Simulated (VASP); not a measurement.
Band structure of HgSe (space group C2). Level of theory: LDA (Ceperley-Alder, Perdew-Zunger), VASP's LDA PAW potentials (set 64) (plane waves; VASP).

Unless said otherwise, spin-orbit coupling is left out, though it shifts the bands of the heavy elements here.

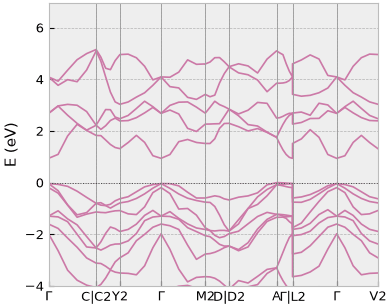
*Bands along high-symmetry lines, zero at the valence-band maximum or, without a gap, the Fermi level*

**Question.** Read the plot: is there a gap, and where are the band edges?

**Answer.** The gap is indirect, 0.94 eV, from the valence maximum at A to the conduction minimum at Γ.

The structure comes from a computed database's HgSe entry; how it stands against other phases isn't given here. The cell was not relaxed at this level.
